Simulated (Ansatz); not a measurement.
```yaml
atoms:
  - { symbol: Zr, position_ang: [0.0005, 0.0000, -0.0249] }
  - { symbol: F, position_ang: [0.0002, 0.0000, 1.8551] }
  - { symbol: Cl, position_ang: [2.1993, 0.0000, -0.7890] }
  - { symbol: Cl, position_ang: [-1.0987, 1.9042, -0.7894] }
  - { symbol: Cl, position_ang: [-1.0987, -1.9042, -0.7894] }
```

Core potentials replace the inner electrons of Zr.

All numbers below come from Ansatz, RKS PBE0-D4/def2-SVP.

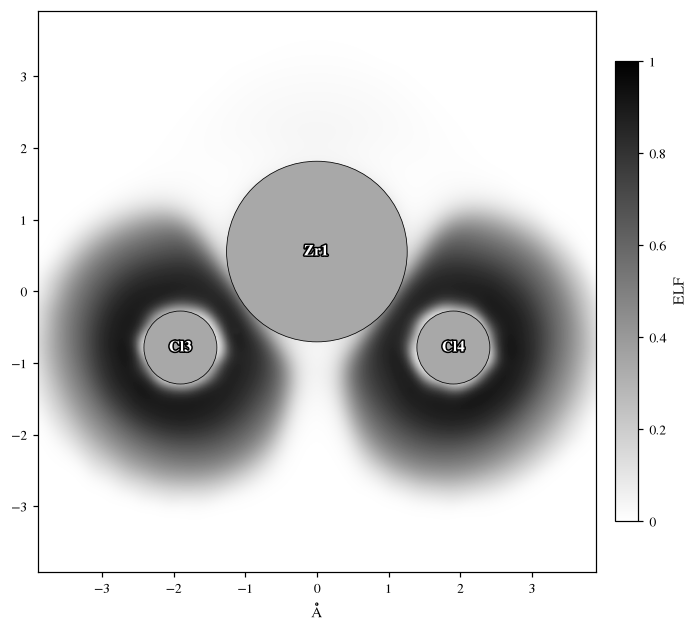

Cl3FZr. ELF on the plane of atoms Cl3, Zr1 and Cl4. Grey discs cover the atomic cores.

Question: Read the bonding off the picture.

Answer: The section cuts through Zr and Cl sites. Zr–Cl (2.33 Å): the ELF peaks at about 0.85 in the valence shell of Cl, 0.8 Å from its nucleus, and is about 0.35 at the midpoint.
